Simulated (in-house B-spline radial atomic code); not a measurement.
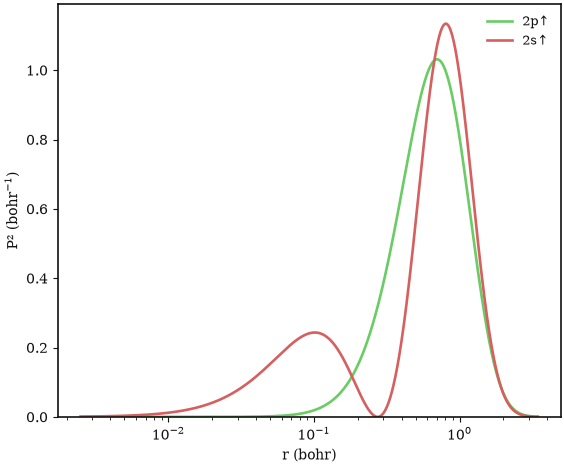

System: the oxygen ion O³⁺, configuration [He] 2s2 2p1 (high spin). All numbers are computed, not measured: non-relativistic BP86, spin-polarised, spherical fractional occupations, point nucleus, basis-set limit (an in-house B-spline radial code).

The plot shows the radial probability densities P² of 2s up and 2p up.

Question: What does the plot show?

Answer: 2p up: outer maximum at 0.701 bohr, ⟨r⟩ = 0.912 bohr, 0 nodes, eigenvalue −66.3 eV; 2s up: outer maximum at 0.805 bohr, ⟨r⟩ = 0.972 bohr, 1 node, eigenvalue −80.7 eV.
